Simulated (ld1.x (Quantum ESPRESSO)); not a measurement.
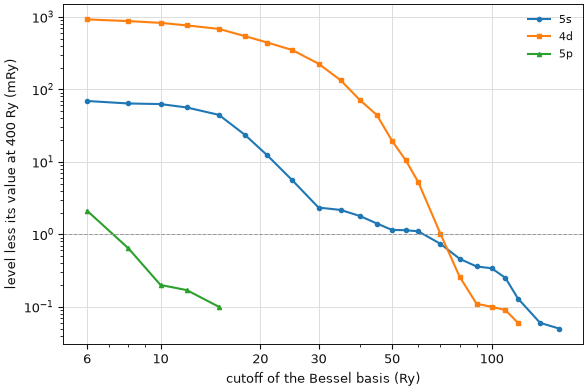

The pseudo-atom Hamiltonian at the reference potential is diagonalised in spherical Bessel functions (20 bohr box) up to the cutoff. Curves: distance of each valence level from its value at 400 Ry.

Input of ld1.x (Quantum ESPRESSO) 7.5:

```
 &input
   title='Ag', zed=47., rel=1, dft='PBESOL', iswitch=3,
   config='[Kr] 4d10 4f-2 5s0 5p0',
   nld=4, rlderiv=3.30, eminld=-3.0, emaxld=5.0, deld=0.02
 /
 &inputp
   pseudotype=1, tm=.true., lloc=1,
   nlcc=.true., rcore=1.20,
   file_pseudopw='Ag.pp', file_wfcaegen='ae.wfc', file_wfcncgen='nc.wfc'
 /
4
5S  1  0   0.00   0.00  1.70  1.70  0.0
4D  3  2  10.00   0.00  1.40  1.40  0.0
4F  4  3  -2.00   0.40  2.85  2.85  0.0
5P  2  1   0.00   0.00  3.05  3.05  0.0
 &test
   configts(1)='4d10 5s0 5p0'
 /
```

Run as:
```bash
ld1.x < Ag.in > Ag.out
```

Functional and relativity: PBEsol, scalar-relativistic.

Question: At which cutoff does each level come within 1 mRy for good?

Answer: 5s: 70 Ry; 4d: 80 Ry; 5p: 8 Ry.

Question: What cutoffs are needed for 10 mRy and 1 mRy in the sum of levels?

Answer: 80 Ry and 100 Ry, on the ladder of cutoffs that was run.
